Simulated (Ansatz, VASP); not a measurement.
# CdTe: VASP beside Ansatz

One calculation is typed for both programs; each brings its own data sets and cutoff. How far apart do they land?

Calculated with Ansatz 0.2.0; plane waves, with VASP 6.6.1 beside it; band structure at LDA.

The database entry behind the starting cell differs from later determinations by our own check (an axis about 1.1 % short against later determinations), so it need not match the best structure at ambient conditions.

## 1. Starting point

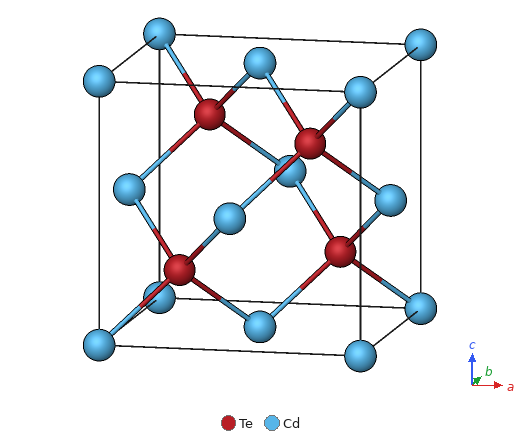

The cell as given, slightly off an axis (tellurium red, cadmium blue). This picture shows the conventional cell, with its axes. Bonds to atoms that aren't drawn are left out. Some periodic images of atoms are drawn too.

Coordinates:

```cif
data_structure
_symmetry_space_group_name_H-M 'P 1'
_symmetry_Int_Tables_number 1
_cell_length_a 4.5326
_cell_length_b 4.5326
_cell_length_c 4.5326
_cell_angle_alpha 60.000
_cell_angle_beta 60.000
_cell_angle_gamma 60.000
_cell_volume 65.84
loop_
_atom_site_label
_atom_site_type_symbol
_atom_site_fract_x
_atom_site_fract_y
_atom_site_fract_z
_atom_site_occupancy
Te1 Te 0.75000 0.75000 0.75000 1
Cd2 Cd 0.00000 0.00000 0.00000 1
```

## 2. Ansatz: band structure, LDA

Ansatz runs on its default PAW (the set named soft_2) files.

Levels along a path test the potential and the projectors away from the mesh points.

input.yaml

```yaml
crystal:
  lattice:
    - [0.0, 3.205, 3.205]
    - [3.205, 0.0, 3.205]
    - [3.205, 3.205, 0.0]
  atoms:
    - { symbol: Te, position: [0.75, 0.75, 0.75] }
    - { symbol: Cd, position: [0.0, 0.0, 0.0] }
hamiltonian:
  xc: lda
  pseudopotentials: { kind: paw }
kpoints:
  mp_grid: { grid: [6, 6, 6] }
  band_path:
    path:
      - [0.0, 0.0, 0.0]
      - [0.18182, 0.0, 0.18182]
      - [0.36364, 0.0, 0.36364]
      - [0.5, 0.0, 0.5]
      - [0.5, 0.09091, 0.59091]
      - [0.5, 0.18182, 0.68182]
      - [0.5, 0.25, 0.75]
      - [0.45455, 0.29545, 0.75]
      - [0.40909, 0.34091, 0.75]
      - [0.375, 0.375, 0.75]
      - [0.20455, 0.20455, 0.40909]
      - [0.06818, 0.06818, 0.13636]
      - [0.04545, 0.04545, 0.04545]
      - [0.22727, 0.22727, 0.22727]
      - [0.40909, 0.40909, 0.40909]
      - [0.51136, 0.47727, 0.51136]
      - [0.55682, 0.38636, 0.55682]
      - [0.60227, 0.29545, 0.60227]
      - [0.61364, 0.25, 0.63636]
      - [0.56818, 0.25, 0.68182]
      - [0.51136, 0.25, 0.73864]
      - [0.5, 0.29545, 0.70455]
      - [0.5, 0.38636, 0.61364]
      - [0.5, 0.47727, 0.52273]
      - [0.47727, 0.47727, 0.54545]
      - [0.43182, 0.43182, 0.63636]
      - [0.38636, 0.38636, 0.72727]
      - [0.60227, 0.20455, 0.60227]
      - [0.55682, 0.11364, 0.55682]
      - [0.5, 0.0, 0.5]
    npoints: 1
scf:
  occupations: { method: gaussian, width: 0.01 }
  n_extra_bands: 7
output:
  forces: true
  stress: true
  eigenvalues: true
```

Started as:

```console
> ansatz run input.yaml --threads 2 --pin off --max-ram 4608MiB --backend cpu --events-out ev --progress --plain --runs-dir out
```

Numbers of over 12 decimals in the logs are rounded to 6 here.

The log of the run:

```text
scf.n_extra_bands = 7 over 18 filled bands (N_el = 36.0): the run solves 25 bands
Engine: ansatz 0.2.0, aarch64-unknown-linux-gnu
Pseudopotentials: kind: paw
Pseudopotential: Te, paw, valence charge 16, recommended cutoff 420 eV (normal), Te.paw.azcp
Pseudopotential: Cd, paw, valence charge 20, recommended cutoff 420 eV (normal), Cd.paw.azcp
Functional definition: SPW92
  exchange = slater_x
  correlation = pw_c
Crystal: 2 atoms, lattice volume = 65.844 Å³
Basis set: ecut = 420 eV, 1243 PW (Γ)
Bands: 25, of which v1, the nominal top of the filled ones, is band 18 counted from 1 (17 counted from 0)
Symmetry: 24 space group operations
Space group: F-43m (ITA 216), of the structure as read, at distance tolerance 4.0e-5 Å
k-points: 16 of 216 (time reversal used)
Non-local potential: Te, projectors of the file, l = 0: 2, l = 1: 2, l = 2: 2, l = 3: 2
Non-local potential: Cd, projectors of the file, l = 0: 3, l = 1: 2, l = 2: 2, l = 3: 1
PAW form: soft (Blöchl's): semilocal exchange-correlation on the pseudo side does not see the compensation charge
PAW frozen core: Te, regenerated for the run's functional, and the local potential with it (the file was generated under x = pbe(κ = 0.804, μ = 0.219515), c = pbe(β = 0.066725))
PAW frozen core: Cd, regenerated for the run's functional, and the local potential with it (the file was generated under x = pbe(κ = 0.804, μ = 0.219515), c = pbe(β = 0.066725))
PAW one-centre angular grid: Te, 590 points (default); XC on 64 Gauss nodes
PAW one-centre angular grid: Cd, 590 points (default); XC on 64 Gauss nodes
Initial density: superposition of atomic densities (neutral atoms: chi_scale 0, normalization atom), corrected by the library's trained network
Initial wavefunctions: pseudopotential atomic-orbital guess
Functional: x = slater, c = lda
SCF iter   1: F=—  HF=-14945.811322 eV  |F-HF|=—  |Δ(HF+E_count)|=         —  Δρ=6.53e-3  dr2=2.05e-2  ethr=1.77e-3  ⟨swp⟩=6.2  Hψ=1933  notcnv=0
preconditioner: auto → none  [insulator: Δε(μ)=0.571 eV  Ē_g=13.407 eV  σ=0.010 eV  W_gap=1.00  n_scr=14 (ndim 8)  ℏωp=19.4 eV  f_vac=0.179  D(μ)=0.00/eV (n_scr^D=0)  ε∞_Penn≈3.1]
SCF iter   2: F=—  HF=-14945.804307 eV  |F-HF|=—  |Δ(HF+E_count)|=   7.02e-3  Δρ=2.12e-3  dr2=1.31e-3  ethr=5.68e-5  ⟨swp⟩=3.5  Hψ=913  notcnv=0  defer=38
SCF iter   3: F=—  HF=-14945.804201 eV  |F-HF|=—  |Δ(HF+E_count)|=   1.06e-4  Δρ=1.02e-3  dr2=3.09e-4  ethr=3.63e-6  ⟨swp⟩=2.0  Hψ=564  notcnv=0  defer=38
SCF iter   4: F=—  HF=-14945.804194 eV  |F-HF|=—  |Δ(HF+E_count)|=   6.44e-6  Δρ=2.99e-4  dr2=5.39e-5  ethr=8.58e-7  ⟨swp⟩=2.0  Hψ=536  notcnv=0  defer=38
SCF iter   5: F=—  HF=-14945.804168 eV  |F-HF|=—  |Δ(HF+E_count)|=   2.65e-5  Δρ=1.96e-5  dr2=2.37e-7  ethr=1.50e-7  ⟨swp⟩=2.0  Hψ=495  notcnv=0  defer=38
SCF iter   6: F=-14945.804168 eV  HF=-14945.804168 eV  |F-HF|=2.00e-8  |Δ(HF+E_count)|=   6.37e-8  Δρ=7.06e-6  dr2=2.13e-8  ethr=2.78e-10  ⟨swp⟩=9.3  Hψ=2106  notcnv=0
SCF 1 converged in 6 iterations: F = -14945.804168 eV  dr2 = 2.13e-8
  greatest PAW one-centre occupation: 1.000 electrons in one spin orbital (limit 2), on the Cd atom at site 1 (counted from 0), in its partial waves of l = 0
NSCF: frozen V_eff on 30 k-points
SCF converged after 6 iterations
Free energy (F): -14945.804168 eV
Harris-Foulkes:  -14945.804168 eV  (|F-HF|=2.00e-8)
Internal energy: -14945.804168 eV  (E = F + TS)
E sigma→0 (E₀):  -14945.804168 eV
Fermi energy:    7.925459 eV
--- Per-component energies (eV) ---
  E_band       = -786.058334
  E_kinetic    = 687.586648
  E_local      = -5359.070744  (includes V_loc(G=0)·N_el)
  E_nonlocal   = -263.899172
  E_hartree    = 2700.116561
  E_xc         = -299.544899
  E_vxc        = -326.523569  (∫ρ·V_xc dr)
  E_paw        = -8457.692267  (= ΣΔE_a)
  E_vpaw       = -924.389871  (= ΣTr[D̂ρ^β])
  E_aug_tail   = -0.000224  (compensation charges beyond the density's cutoff)
  E_ewald      = -3954.745301
  E_core_change = 1.445230  (= ΣΔE_core)
  E_smearing   = -0.000000  (= −TS)
  E_closure    = -0.000000  (closes the sum)
  Σ components = -14945.804168   (vs F -14945.804168, Δ=0.00e0)
--- Forces (eV/Å), atoms counted from 1 ---
  atom   1  Te     0.00000000    -0.00000000     0.00000000
  atom   2  Cd    -0.00000000    -0.00000000    -0.00000000
  max |Σ_I F_I| component: 1.09e-16 eV/Å
--- Stress (GPa, compression-positive) ---
       -0.008720      -0.000000       0.000000
        0.000000      -0.008720       0.000000
       -0.000000       0.000000      -0.008720
  P = ⅓ Tr σ = -0.0087 GPa (-0.087 kbar)
--- Band table (eV; the first three rows and the last of 16) ---
  k-point 0: bands = [... 14 lower, -0.4797, 7.6210, 7.6210, 7.6210, 8.2297, 12.1324, 12.1324, 12.1324, ... 3 higher]
  k-point 1: bands = [... 14 lower, -0.4813, 5.7673, 7.3737, 7.3737, 9.3721, 12.2379, 12.4875, 12.4875, ... 3 higher]
  k-point 2: bands = [... 14 lower, -0.3923, 3.8366, 6.9642, 6.9642, 9.4105, 12.7809, 12.7809, 13.7839, ... 3 higher]
  k-point 15: bands = [... 14 lower, 0.0998, 3.1671, 5.2531, 5.3324, 11.2479, 11.2847, 14.2504, 14.5387, ... 3 higher]
```

Wall time 4.9 s (2 threads of Arm Neoverse N1, shared host); peak memory 0.31 GiB.

## 3. VASP: band structure, LDA

The same cell, functional (in two slightly different forms), mesh and smearing now go to VASP, with its own data sets and cutoff.

Lines of VASP's logs that name or quote its potential files are left out, and so is its time.

INCAR

```
SYSTEM = CdTe
PREC = Accurate
ENCUT = 380
EDIFF = 1E-08
NELM = 100
ISMEAR = 0
SIGMA = 0.01
LREAL = .FALSE.
ALGO = Normal
GGA = CA
NBANDS = 19
LORBIT = 11
LWAVE = .TRUE.
LCHARG = .FALSE.
KPAR = 4
```

POSCAR

```
CdTe
1.0
    0.0000000000      3.2050000000      3.2050000000
    3.2050000000      0.0000000000      3.2050000000
    3.2050000000      3.2050000000      0.0000000000
Te Cd
1 1
Direct
    0.7500000000      0.7500000000      0.7500000000
    0.0000000000      0.0000000000      0.0000000000
```

KPOINTS

```
Automatic mesh
0
Gamma
6 6 6
0 0 0
```

KPOINTS_OPT

```
Line mode
12
Line-mode
Reciprocal
  0.00000000   0.00000000   0.00000000 GAMMA
  0.50000000   0.00000000   0.50000000 X

  0.50000000   0.00000000   0.50000000 X
  0.50000000   0.25000000   0.75000000 W

  0.50000000   0.25000000   0.75000000 W
  0.37500000   0.37500000   0.75000000 K

  0.37500000   0.37500000   0.75000000 K
  0.00000000   0.00000000   0.00000000 GAMMA

  0.00000000   0.00000000   0.00000000 GAMMA
  0.50000000   0.50000000   0.50000000 L

  0.50000000   0.50000000   0.50000000 L
  0.62500000   0.25000000   0.62500000 U

  0.62500000   0.25000000   0.62500000 U
  0.50000000   0.25000000   0.75000000 W

  0.50000000   0.25000000   0.75000000 W
  0.50000000   0.50000000   0.50000000 L

  0.50000000   0.50000000   0.50000000 L
  0.37500000   0.37500000   0.75000000 K

  0.62500000   0.25000000   0.62500000 U
  0.50000000   0.00000000   0.50000000 X
```

Potentials, in the order of the species: Te_GW and Cd_sv_GW (LDA family, release 64).

Started as:

```console
> mpirun -np 4 vasp_std
```

The log of the run:

```text
[banner, memory and clock lines left out]
running    4 mpi-ranks, on    1 nodes
 distrk:  each k-point on    1 cores,    4 groups
 distr:  one band on    1 cores,    1 groups

 POSCAR found type information on POSCAR TeCd
 POSCAR found :  2 types and       2 ions
 LDA part: xc-table for (Slater(with rela. corr.)+CA(PZ))
 , standard interpolation
 POSCAR, INCAR and KPOINTS ok, starting setup
 FFT: planning ... GRIDC
 FFT: planning ... GRID_SOFT
 FFT: planning ... GRID
 WAVECAR not read
 entering main loop
       N       E                     dE             d eps       ncg     rms          rms(c)
DAV:   1     0.279886018052E+03    0.27989E+03   -0.12697E+04   736   0.122E+03
DAV:   2     0.177685704477E+02   -0.26212E+03   -0.24509E+03   637   0.520E+02
DAV:   3    -0.553422758119E+01   -0.23303E+02   -0.23124E+02   864   0.149E+02
DAV:   4    -0.626705305603E+01   -0.73283E+00   -0.73216E+00   813   0.302E+01
DAV:   5    -0.630259516123E+01   -0.35542E-01   -0.35540E-01   930   0.642E+00    0.250E+01
DAV:   6    -0.607314235813E+01    0.22945E+00   -0.53476E-01   952   0.127E+01    0.170E+01
DAV:   7    -0.605535630260E+01    0.17786E-01   -0.27630E-01   965   0.505E+00    0.128E+00
DAV:   8    -0.604686039639E+01    0.84959E-02   -0.30125E-02   957   0.131E+00    0.366E-01
DAV:   9    -0.604592530765E+01    0.93509E-03   -0.58763E-03   861   0.729E-01    0.520E-02
DAV:  10    -0.604594533909E+01   -0.20031E-04   -0.32762E-04   845   0.158E-01    0.239E-02
DAV:  11    -0.604594593709E+01   -0.59800E-06   -0.20723E-05  1024   0.408E-02    0.485E-03
DAV:  12    -0.604594628063E+01   -0.34354E-06   -0.13215E-06   877   0.131E-02    0.846E-03
DAV:  13    -0.604594622796E+01    0.52673E-07   -0.29123E-07   992   0.904E-03    0.416E-04
DAV:  14    -0.604594622911E+01   -0.11478E-08   -0.16019E-08   631   0.896E-04
   1 F= -.60459462E+01 E0= -.60459462E+01  d E =-.299664-130
 Start KPOINTS_OPT (optional k-point list driver)
k-point batch [1-16\120]
       N       E                     dE             ncg
DAV:   1    -0.487052785217E+04   -0.11982E+05      750
DAV:   2    -0.924454964520E+04   -0.43740E+04      632
DAV:   3    -0.963093880345E+04   -0.38639E+03      864
DAV:   4    -0.964471961178E+04   -0.13781E+02      837
DAV:   5    -0.964539044254E+04   -0.67083E+00      938
DAV:   6    -0.964541195591E+04   -0.21513E-01      861
DAV:   7    -0.964541227615E+04   -0.32024E-03      892
DAV:   8    -0.964541228486E+04   -0.87146E-05      832
DAV:   9    -0.964541228506E+04   -0.19447E-06      914
DAV:  10    -0.964541228506E+04   -0.29358E-08      616
[...]
k-point batch [113-120\120]
       N       E                     dE             ncg
DAV:   1     0.323093006048E+04   -0.85917E+04      371
DAV:   2     0.111304107452E+04   -0.21179E+04      321
DAV:   3     0.946787525299E+03   -0.16625E+03      432
DAV:   4     0.941055458001E+03   -0.57321E+01      464
DAV:   5     0.940803250417E+03   -0.25221E+00      474
DAV:   6     0.940801082685E+03   -0.21677E-02      448
DAV:   7     0.940800981544E+03   -0.10114E-03      477
DAV:   8     0.940800980183E+03   -0.13616E-05      416
DAV:   9     0.940800980132E+03   -0.51121E-07      455
DAV:  10     0.940800980129E+03   -0.22915E-08      328
 writing wavefunctions
```

From OUTCAR (step 3):

```text
ion  position               nearest neighbor table
   1  0.750  0.750  0.750-   2 2.78   2 2.78   2 2.78   2 2.78
   2  0.000  0.000  0.000-   1 2.78   1 2.78   1 2.78   1 2.78

  LATTYP: Found a face centered cubic cell.
 ALAT       =     6.4100000000

 Subroutine GETGRP returns: Found 24 space group operations
 (whereof 24 operations were pure point group operations)

The static configuration has the point symmetry T_d .

 Found     16 irreducible k-points:

   k-points           NKPTS =     16   k-points in BZ     NKDIM =     16   number of bands    NBANDS=     19

   dimension x,y,z NGX =    30 NGY =   30 NGZ =   30
   dimension x,y,z NGXF=    60 NGYF=   60 NGZF=   60

   ENCUT  =  380.0 eV  27.93 Ry    5.28 a.u.   7.20  7.20  7.20*2*pi/ulx,y,z

   NELECT =      26.0000    total number of electrons

 k-points in reciprocal lattice and weights: Automatic mesh
   0.00000000  0.00000000  0.00000000       0.005
   0.16666667  0.00000000  0.00000000       0.037
   0.33333333  0.00000000  0.00000000       0.037
   0.50000000  0.00000000  0.00000000       0.019
   0.16666667  0.16666667  0.00000000       0.028
   0.33333333  0.16666667  0.00000000       0.111
   0.50000000  0.16666667  0.00000000       0.111
  -0.33333333  0.16666667  0.00000000       0.111
  -0.16666667  0.16666667  0.00000000       0.056
[...]
-0.33333333  0.33333333  0.16666667       0.111
  -0.33333333  0.50000000  0.16666667       0.056

 average (electrostatic) potential at core
       1 -90.9436       2 -90.6229

 E-fermi :   3.7689

 k-point     1 :       0.0000    0.0000    0.0000
  band No.  band energies     occupation
    ...
      9      -4.5259      2.00000
     10      -4.5259      2.00000
     11       3.5983      2.00000
     12       3.5983      2.00000
     13       3.5983      2.00000
     14       4.2397      0.00000
     15       8.1058      0.00000
     16       8.1058      0.00000
     17       8.1058      0.00000
     18      10.8478      0.00000
    ...

 k-point     2 :       0.1667    0.0000    0.0000
  band No.  band energies     occupation
    ...
      9      -4.5280      2.00000
     10      -4.5280      2.00000
     11       1.7504      2.00000
     12       3.3499      2.00000
     13       3.3499      2.00000
     14       5.3685      0.00000
     15       8.2124      0.00000
     16       8.4592      0.00000
     17       8.4592      0.00000
     18      11.8513      0.00000
    ...

 k-point     3 :       0.3333    0.0000    0.0000
  band No.  band energies     occupation
    ...
      9      -4.5238      2.00000
     10      -4.4344      2.00000
     11      -0.1876      2.00000
     12       2.9399      2.00000
     13       2.9399      2.00000
     14       5.3999      0.00000
     15       8.7504      0.00000
     16       8.7504      0.00000
     17       9.7620      0.00000
     18      11.4511      0.00000
    ...

  Total       -0.1862862     -0.1862862     -0.1862862     -0.0000000     -0.0000000      0.0000000
  in kB       -4.5329119     -4.5329119     -4.5329119     -0.0000000     -0.0000000      0.0000000
  external PRESSURE =      -4.5329119 kB  Pullay stress =       0.0000000 kB

  energy-cutoff  :      380.00
  volume of cell :       65.84
      direct lattice vectors                 reciprocal lattice vectors
     0.000000000  3.205000000  3.205000000    -0.156006240  0.156006240  0.156006240
     3.205000000  0.000000000  3.205000000     0.156006240 -0.156006240  0.156006240
     3.205000000  3.205000000  0.000000000     0.156006240  0.156006240 -0.156006240

 POSITION                                       TOTAL-FORCE (eV/Angst)
 -----------------------------------------------------------------------------------
      4.80750      4.80750      4.80750         0.000000      0.000000      0.000000
      0.00000      0.00000      0.00000        -0.000000     -0.000000     -0.000000
 -----------------------------------------------------------------------------------
    total drift:                               -0.000001     -0.000001     -0.000001

  FREE ENERGIE OF THE ION-ELECTRON SYSTEM (eV)
  ---------------------------------------------------
  free  energy   TOTEN  =        -6.0459462291 eV

  energy  without entropy=       -6.0459462291  energy(sigma->0) =       -6.04594623

 total charge
# of ion       s       p       d       f       tot
--------------------------------------------------
    1        1.571   2.641   0.052   0.000   4.263
    2        2.320   6.254   9.163   0.004  17.740
--------------------------------------------------
tot          3.890   8.895   9.215   0.004  22.004

[... 3 further parts left out ...]
```

The run ends at a pressure of -0.45 GPa.

## 4. Side by side

Known differences besides the PAW data sets themselves: the two LDA forms differ slightly; the data sets hold 36 valence electrons in Ansatz (default PAW (the set named soft_2) files) and 26 in VASP; the cutoff is 420 eV in Ansatz and 380 eV in VASP; Ansatz makes its cores anew for this functional, VASP keeps those of its LDA data sets. Total energies have different zeros and are not compared.

Compared:

```
                     quantity  Ansatz   VASP  difference
gap over the path points (eV)   0.609  0.641      -0.033
```

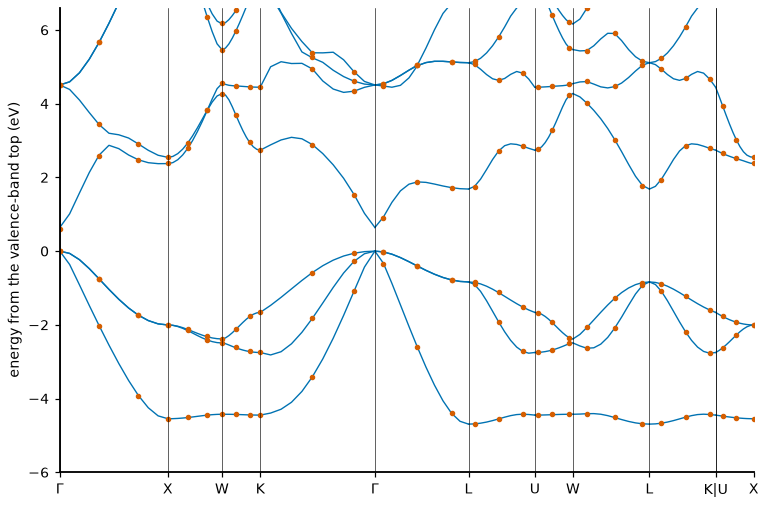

Bands from VASP (lines) and levels from Ansatz (dots). Dots without a line are higher empty bands that the VASP plot leaves out.

Levels at points of the path, from each program's valence-band top (eV; 4 filled, then empty):

```
k (reciprocal lattice)                                  Ansatz                                    VASP
     0.000 0.000 0.000     -8.10 0.00 0.00 0.00 0.61 4.51 4.51     -8.12 0.00 0.00 0.00 0.64 4.51 4.51
     0.182 0.000 0.182  -8.09 -2.03 -0.75 -0.75 2.59 3.44 5.67  -8.12 -2.02 -0.75 -0.75 2.60 3.43 5.66
     0.364 0.000 0.364  -7.84 -3.92 -1.73 -1.73 2.48 2.91 7.64  -7.85 -3.92 -1.74 -1.74 2.48 2.91 7.64
     0.500 0.000 0.500  -7.59 -4.54 -2.00 -2.00 2.38 2.55 8.79  -7.60 -4.55 -2.00 -2.00 2.37 2.54 8.79
     0.500 0.091 0.591  -7.57 -4.51 -2.15 -2.12 2.79 2.93 7.98  -7.58 -4.51 -2.15 -2.12 2.78 2.93 7.98
     0.500 0.182 0.682  -7.51 -4.44 -2.40 -2.32 3.82 3.83 6.35  -7.52 -4.45 -2.41 -2.32 3.82 3.82 6.35
     0.500 0.250 0.750  -7.50 -4.42 -2.48 -2.37 4.27 4.56 5.46  -7.51 -4.43 -2.49 -2.38 4.27 4.54 5.47
     0.455 0.295 0.750  -7.51 -4.42 -2.61 -2.12 3.69 4.49 5.97  -7.52 -4.43 -2.62 -2.12 3.69 4.48 5.97
     0.409 0.341 0.750  -7.53 -4.44 -2.72 -1.77 2.95 4.46 6.86  -7.54 -4.44 -2.73 -1.77 2.94 4.46 6.86
     0.375 0.375 0.750  -7.54 -4.44 -2.74 -1.66 2.74 4.45 7.27  -7.55 -4.45 -2.75 -1.66 2.74 4.45 7.27
```

Among the levels compared (up to four filled and three empty ones at each point), filled levels agree within 24 meV and empty ones within 33 meV.

## 5. Outcome

```
difference in gap over the path points (band structure, LDA) : -0.033 eV
```

In words: The difference in gap over the path points is -0.033 eV (band structure, LDA), within the 0.08 eV picked in this series as the mark of a large difference. Differences of this kind measure data sets and numerical settings, not the functional's error against experiment.

[Lines on the potential files, build, host, timing and source positions are cut from VASP's logs without a mark.]

[Logs are printed without paths, hosts, clocks, repeated set-up lines and the standing remarks that a program may print on its own settings, such as how far it seeks lower states.]

[Hosts, paths, dates, database ids (printed as entryN), source tags and the programs' standing remarks are cut or masked in the printed files.]
